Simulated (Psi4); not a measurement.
# CH3NSn (SMILES N#[C][SnH3]) at TPSS/def2-TZVPP (density fitting, core potential, sweep point 4)

What is the energy change on altering one bond length of CH3NSn at TPSS/def2-TZVPP (density fitting, core potential, sweep point 4)? 

The results are computed with Psi4 1.11.

**1. The structure to begin with**

CH3NSn: 6 atoms, total charge 0, spin state singlet. SMILES: `N#[C][SnH3]`. Geometry: relaxed at PBE0-D4/def2-TZVP.

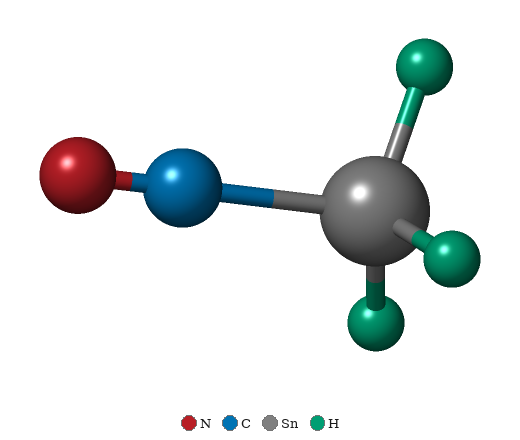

Viewed from a chosen angle; nitrogen red, carbon blue, tin grey, hydrogen teal.

**2. A single-point energy at TPSS/def2-TZVPP (density fitting, core potential, sweep point 4)**

Contents of ch3nsn.inp:

```
memory 1600 MB

molecule molecule1 {
  N      2.057000    -0.924700     1.310700
  C      1.149600    -0.518100     0.728500
  Sn    -0.513900     0.221600    -0.342800
  H     -0.145000     1.830100    -0.731400
  H     -0.663700    -0.763700    -1.714300
  H     -1.841900     0.090700     0.703000
  symmetry c1
}

set {
  basis                def2-TZVPP
  puream               true
  scf_type             df
  dft_radial_points    99
  dft_spherical_points 590
}

energy_value, wavefunction = energy('tpss', return_wfn=True)
print_variables()
```

The run is started by

```bash
$ psi4 -i ch3nsn.inp -o ch3nsn.out -n 1
```

ch3nsn.out:

```text
[...]
    !!!  WARNING: ECP capability is in beta. Please check occupations closely.  !!!
[...]
  Running in c1 symmetry.
[...]
  Nuclear repulsion =  104.330604119022212
[...]
  Multiplicity = 1
[...]
  Nalpha       = 19
  Nbeta        = 19
[...]
    Number of basis functions: 154
[...]
 WARNING: Atomic UHF is not converging! Try casting from a smaller basis or call Rob at CCMST.
   -------------------------
[...]
   @DF-RKS iter   1:  -308.57622499495466   -1.19049e+00   5.30817e-03 ADIIS/DIIS
[...]
   @DF-RKS iter   9:  -308.88852606863099   -4.95342e-08   4.26447e-07 DIIS
[...]
    Orbital Energies [Eh]
    ---------------------
    Doubly Occupied:
       1A    -14.100223     2A    -10.006852     3A     -4.961722
       4A     -3.335231     5A     -3.331940     6A     -3.331939
       7A     -0.981112     8A     -0.977864     9A     -0.977864
      10A     -0.974328    11A     -0.974326    12A     -0.837257
      13A     -0.535903    14A     -0.402120    15A     -0.339432
      16A     -0.339418    17A     -0.308727    18A     -0.305173
      19A     -0.305164
[...]
  @DF-RKS Final Energy:  -308.88852606863099
   => Energetics <=
    Nuclear Repulsion Energy =            104.3306041190222118
    One-Electron Energy =                -710.3867124234068342
    Two-Electron Energy =                 328.5186573733485602
    DFT Exchange-Correlation Energy =     -31.3510751375948580
    Empirical Dispersion Energy =           0.0000000000000000
    VV10 Nonlocal Energy =                  0.0000000000000000
    Total Energy =                       -308.8885260686309948
[...]
 Multipole Moments:
 ------------------------------------------------------------------------------------
     Multipole            Electronic (a.u.)      Nuclear  (a.u.)        Total (a.u.)
 ------------------------------------------------------------------------------------
 L = 1.  Multiply by 2.5417464519 to convert [e a0] to [Debye]
 Dipole X            :        -25.6144369           24.3291123           -1.2853246
 Dipole Y            :         11.4129064          -10.8395568            0.5733496
 Dipole Z            :        -16.4804046           15.6537593           -0.8266453
 Magnitude           :                                                    1.6322167
[...]
```

Run time: 44 s. Hardware: 1 thread of AMD EPYC 7B13 (Zen 3), shared host; peak memory 1.2 GiB.

**3. The distorted shape**

Contents of input.inp:

```
memory 1600 mb

molecule system {
  N      3.119370    -0.819983     0.474084
  C      2.211970    -0.413383    -0.108116
  Sn     0.548470     0.326317    -1.179416
  H      0.917370     1.934817    -1.568016
  H      0.398670    -0.658983    -2.550916
  H     -1.841900     0.090700     0.703000
  units angstrom
  symmetry c1
}

set globals {
  puream               true
  scf_type             df
  dft_radial_points    99
  dft_spherical_points 590
}

energy("tpss/def2-TZVPP")
```

The run is started by

```bash
$ psi4 -i input.inp -o input.out -n 1
```

input.out:

```text
[...]
    !!!  WARNING: ECP capability is in beta. Please check occupations closely.  !!!
[...]
  Running in c1 symmetry.
[...]
  Nuclear repulsion =  100.713717068760801
[...]
  Multiplicity = 1
[...]
  Nalpha       = 19
  Nbeta        = 19
[...]
    Number of basis functions: 154
[...]
 WARNING: Atomic UHF is not converging! Try casting from a smaller basis or call Rob at CCMST.
   -------------------------
[...]
   @DF-RKS iter   1:  -308.09169299049313   -8.42124e-01   6.18883e-03 ADIIS/DIIS
[...]
   @DF-RKS iter  12:  -308.77684481693228   -9.24881e-08   4.03718e-07 DIIS
[...]
    Orbital Energies [Eh]
    ---------------------
    Doubly Occupied:
       1A    -14.113859     2A    -10.020364     3A     -4.985188
       4A     -3.359143     5A     -3.356335     6A     -3.353686
       7A     -1.002445     8A     -0.999921     9A     -0.999752
      10A     -0.996630    11A     -0.996421    12A     -0.850069
      13A     -0.540258    14A     -0.409791    15A     -0.354308
      16A     -0.328072    17A     -0.320471    18A     -0.317794
      19A     -0.249723
[...]
  @DF-RKS Final Energy:  -308.77684481693228
   => Energetics <=
    Nuclear Repulsion Energy =            100.7137170687608005
    One-Electron Energy =                -702.5655408033355798
    Two-Electron Energy =                 324.2886052174208089
    DFT Exchange-Correlation Energy =     -31.2136262997783547
    Empirical Dispersion Energy =           0.0000000000000000
    VV10 Nonlocal Energy =                  0.0000000000000000
    Total Energy =                       -308.7768448169322824
[...]
 Multipole Moments:
 ------------------------------------------------------------------------------------
     Multipole            Electronic (a.u.)      Nuclear  (a.u.)        Total (a.u.)
 ------------------------------------------------------------------------------------
 L = 1.  Multiply by 2.5417464519 to convert [e a0] to [Debye]
 Dipole X            :        -23.5078504           22.8377797           -0.6700707
 Dipole Y            :         11.5718671          -10.9865563            0.5853108
 Dipole Z            :        -18.0115758           16.8281833           -1.1833925
 Magnitude           :                                                    1.4805409
[...]
```

It took 50 s on 1 thread of AMD EPYC 7B13 (Zen 3), shared host; peak memory 1.2 GiB.

**4. Results**

Level: TPSS/def2-TZVPP (density fitting, core potential, sweep point 4).

| quantity | value |
| --- | --- |
| first shape: total energy | -308.88853 Eh |
| first shape: dipole moment | 4.15 D |
| first shape: HOMO energy | -8.30 eV |
| first shape: LUMO energy | -1.07 eV |
| first shape: HOMO–LUMO gap | 7.23 eV |
| distorted shape: total energy | -308.77684 Eh |
| distorted shape: dipole moment | 3.76 D |
| distorted shape: HOMO energy | -6.80 eV |
| distorted shape: LUMO energy | -4.75 eV |
| distorted shape: HOMO–LUMO gap | 2.05 eV |
| energy change with the Sn3–H6 bond stretched from 1.695 to 3.052 Å | 3.039 eV |

**Reading.** One bond (distorted shape) is far stretched, which a spin-restricted single reference describes badly; a broken-symmetry solution may lie lower. With the Sn3–H6 bond stretched from 1.695 to 3.052 Å the energy rises by 3.04 eV (293 kJ/mol). The first shape isn't relaxed at this level, so the change isn't measured from a minimum. A restricted reference can't describe the breaking bond well at this length.
